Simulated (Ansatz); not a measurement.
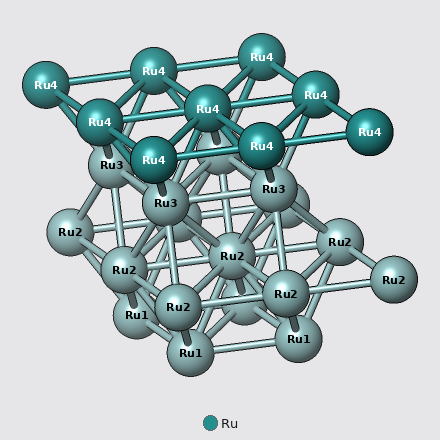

The system is Cl on a Ru(001) slab cut from the P6_3/mmc phase, its upper half relaxed before the scan (4 atoms of substrate and one adsorbate in a 1 × 1 cell); the picture shows it without the atoms that are moved over the map. Cl is moved over the surface cell; relaxed at each place: the height of the adsorbate's atoms; substrate rigid; the origin of the map has the adsorbate above Ru4. Places are given modulo a cell vector. The map is drawn in real space over the plane of the surface. The grid has 6 × 6 points; 10 points were computed and 26 follow by symmetry. All energies are given in eV relative to the lowest grid point. With one adsorbate in each 1 × 1 cell, its nearest image is 2.7 Å away, so neighbouring adsorbates interact. The calculation used Ansatz 0.2.0, DFT PBE, scalar-relativistic, plane waves, PAW. Settings: cutoff 420 eV, k-mesh 12×12×1, gaussian smearing 0.1 eV, no spin polarisation.

Range: position of Cl5 along the first surface vector from 0.000 to 0.833; position of Cl5 along the second surface vector from 0.000 to 0.833.

> Predict the map.

The lowest grid point is at the top site over a surface Ru atom, (0/6, 0/6) of the cell vectors. There is a further well near a threefold hollow, (4/6, 2/6) of the cell vectors (0.347 eV above the lowest at that grid point). The highest grid point, (1/6, 3/6) of the cell vectors [nearest 1 Ru at 2.45 Å], lies 0.451 eV above the lowest. On the interpolated surface the easiest way out of the lowest well to the well at a threefold hollow, (4/6, 2/6) of the cell vectors passes a barrier of about 0.43 eV. At the lowest point the adsorbate has 1 Ru at 2.26 Å as nearest neighbours, at the highest 1 Ru at 2.45 Å. Its relaxed height above the top atom is 2.26 Å at the lowest and 2.13 Å at the highest point.

| second ↓, first → | 0/6 | 1/6 | 2/6 | 3/6 | 4/6 | 5/6 |
| --- | --- | --- | --- | --- | --- | --- |
| 5/6 | 0.176 | 0.389 | 0.451 | 0.451 | 0.389 | 0.176 |
| 4/6 | 0.422 | 0.451 | 0.404 | 0.451 | 0.422 | 0.368 |
| 3/6 | 0.434 | 0.451 | 0.451 | 0.434 | 0.419 | 0.419 |
| 2/6 | 0.422 | 0.389 | 0.422 | 0.419 | 0.347 | 0.419 |
| 1/6 | 0.176 | 0.176 | 0.368 | 0.419 | 0.419 | 0.368 |
| 0/6 | 0.000 | 0.176 | 0.422 | 0.434 | 0.422 | 0.176 |

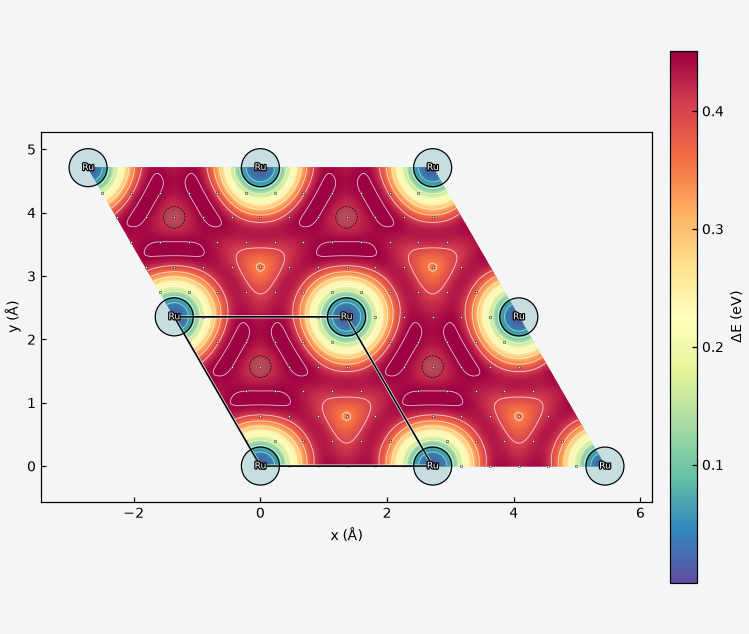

In the figure: a smooth colour map with a few white contour lines, dots at the grid points, labelled circles for the atoms of the top layer and small ones for the second layer, the outline of one cell of the 2 × 2 shown. Between grid points the surface is interpolated.

Time for the 10 points that were run: 7.5 min on 1 thread of Intel(R) Xeon(R) 6975P-C (Granite Rapids), on a shared host.

PAW datasets: the set soft_1.
